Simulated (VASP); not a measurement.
Here is the system:

```
CdZnSe2
1.0
    2.06619     1.19292     6.80780
   -2.06619     1.19292     6.80780
    0.00000    -2.38583     6.80780
Zn Cd Se
1 1 2
Direct
  0.49924   0.49924   0.49924
  0.00186   0.00186   0.00186
  0.13043   0.13043   0.13043
  0.61847   0.61847   0.61847
```

These are PBEsol GGA, VASP's PBE PAW potentials (set 64) (plane waves; VASP) values and carry that method's errors. Run with 400 eV cut-off, 7×7×7 Γ-centred mesh, tetrahedra with Blöchl corrections, potentials Zn Cd Se.

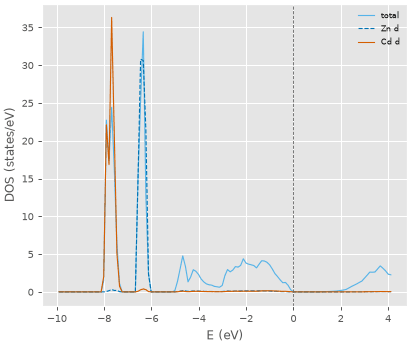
Fig. 1. Total and projected density of states, zero at the valence-band maximum

Within 2 eV below the valence-band maximum the largest weight inside VASP's projection spheres is Se p.

The gap is direct, 0.62 eV, from the valence maximum at Γ to the conduction minimum at Γ.

The structure comes from a computed database's ZnCdSe2 entry (R3m); how it stands against other phases isn't given here. It was relaxed first, which changed the volume by -6 %.
